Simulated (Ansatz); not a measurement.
Effect of Pb → Ru on CsPbBr3

Start from CsPbBr3 in the cubic perovskite structure (space group Pm-3m, No. 221; a = 5.937 Å).

Modification: Ru takes the place of Pb on all its sites, then cell and atoms are relaxed.

Method: DFT with r2SCAN, PAW potentials and a 500 eV plane-wave cutoff in Ansatz (an electronic-structure program), scalar-relativistic without spin-orbit coupling. k-mesh 9×9×9 (Γ-centred); smearing 0.05 eV (Fermi–Dirac), for the changed cell.

| quantity | base | changed | shift |
|---|---|---|---|
| lattice parameter a | 5.937 Å | 5.222 Å | -0.7157 Å |
| space group | Pm-3m (No. 221) | Pm-3m (No. 221) | – |
| band gap | 2.03 eV | zero | – |

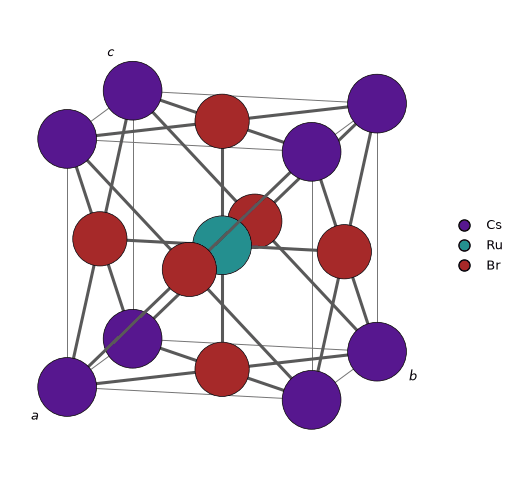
Fig. 1. The relaxed conventional cell after the change

With Pb present, leaving out spin-orbit coupling can change the band edges. Whether these cells are dynamically stable was not tested. As relaxed here, CsRuBr3 is a hypothetical phase, not in the database extracts checked. No Hubbard U is applied, and correlation can decide whether such a compound is a metal. The final runs are not spin-polarised. Many cubic perovskites are stable only at high temperature; tilts and polar distortions were not tested. CsRuBr3 has a high density of states at the Fermi level and may be magnetic at this level. This is not the structure that CsPbBr3 has at room temperature and ambient pressure.
